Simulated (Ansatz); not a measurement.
**F2H4NSi···H3Si···HF: density, localisation and related maps**

```yaml
atoms:
  - { symbol: Si, position_ang: [-0.0837, -0.1108, -0.4152] }
  - { symbol: Si, position_ang: [-0.7967, -0.7329, 2.0168] }
  - { symbol: F, position_ang: [-0.8549, -1.2824, -1.2250] }
  - { symbol: F, position_ang: [1.3024, -0.9431, -0.1888] }
  - { symbol: H, position_ang: [-1.1626, 0.9115, -0.5035] }
  - { symbol: H, position_ang: [1.1448, 1.5973, -1.7305] }
  - { symbol: N, position_ang: [0.7699, 0.6902, -1.9928] }
  - { symbol: H, position_ang: [0.2921, 0.6285, 1.2635] }
  - { symbol: F, position_ang: [0.8822, 1.3549, 0.6396] }
  - { symbol: H, position_ang: [-1.9495, 0.0365, 2.5631] }
  - { symbol: H, position_ang: [-1.3175, -2.0312, 1.5059] }
  - { symbol: H, position_ang: [0.1455, -1.0407, 3.1305] }
  - { symbol: H, position_ang: [1.5329, 0.1073, -2.3236] }
  - { symbol: H, position_ang: [0.0950, 0.8150, -2.7402] }
```

A transition-state structure; geometry: PBE0-D4/def2-TZVP.

The calculation used RKS PBE0-D4/def2-TZVPP (Ansatz).

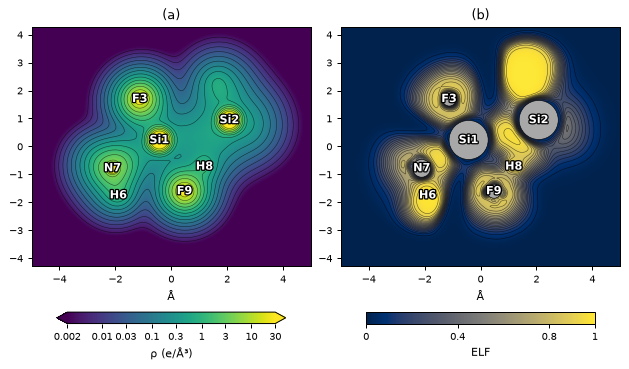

Figure 1. (a) electron density; (b) ELF on the plane of atoms F3, Si1 and N7. Grey discs cover the atomic cores in the ELF map.

Question: What do the fields say about this system?

Answer:
- The section cuts through Si, F, H and N sites.
- Si1···H8 (1.87 Å): the density falls to about 0.34 e/Å³ on the way; the ELF climbs to about 0.90 towards the hydrogen, as it does in any bond to H.
- F9···H8 (1.12 Å): the density falls to about 1.4 e/Å³ on the way; the ELF climbs to about 0.90 towards the hydrogen.
- Si–F (1.62 Å): the density is about 1.1 e/Å³ at the midpoint; the ELF peaks at about 0.85 in the valence shell of F, 0.6 Å from its nucleus, and is about 0.55 at the midpoint.
- Si–N (1.96 Å): ρ is about 0.7 e/Å³ halfway; the ELF peaks at about 0.95 between the atoms (a shared but strongly polarised pair).
- N–H (1.02 Å): ρ at the midpoint is about 3 e/Å³; the ELF climbs to about 1 towards the hydrogen: an ordinary covalent bond to hydrogen.
- The ELF also peaks beside F3, away from the bonds: lone-pair regions.

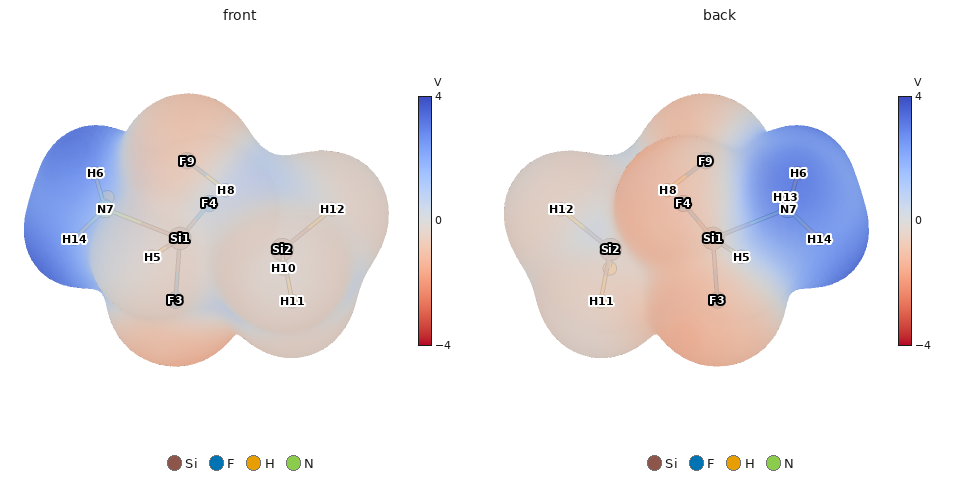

Figure 2. The electrostatic potential painted on the density surface at 0.002 e/bohr³, seen from the front and from behind; the colour scale runs from red (negative) to blue (positive).

Question: Where is the surface potential most negative and most positive?

Answer: The most negative region (about −1.4 V) lies over F3, the most positive (about +3.1 V) over H14.

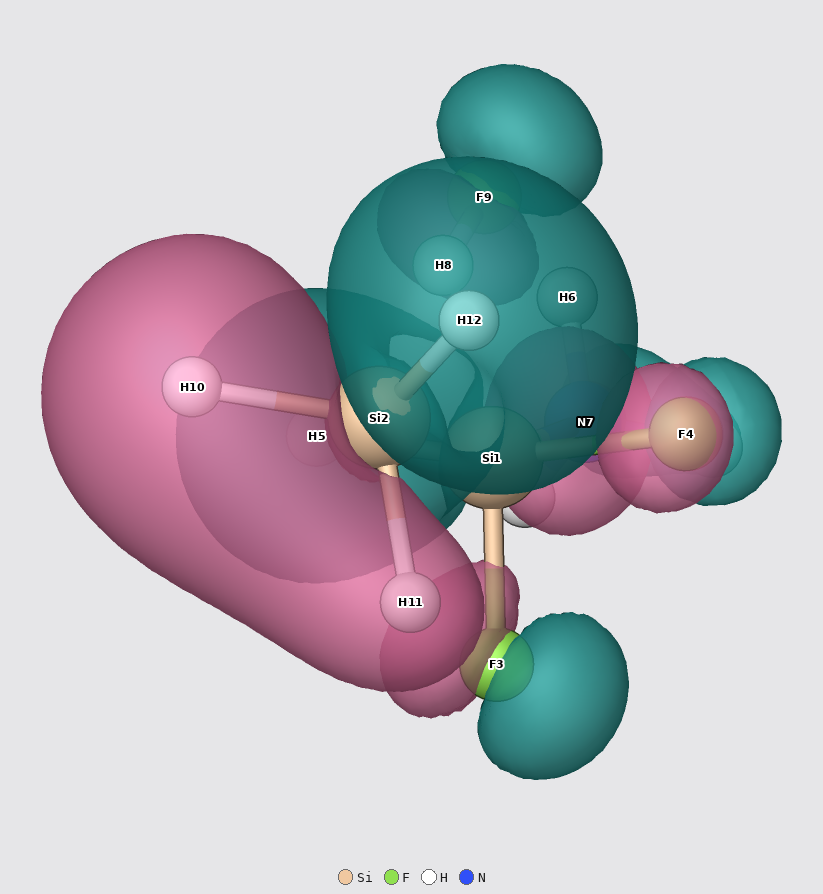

Figure 3. The HOMO−1 at ±0.06 Å⁻³ᐟ² (teal and pink are the two phases), seen at an oblique angle.

Question: Where does this orbital lie, and at what energy?

Answer: Its weight (Hirshfeld) is mainly on Si2 (about 25 %), H12 (about 15 %), H10 (about 15 %), H5 (about 10 %) and Si1 (about 10 %). Its energy is −9.17 eV.
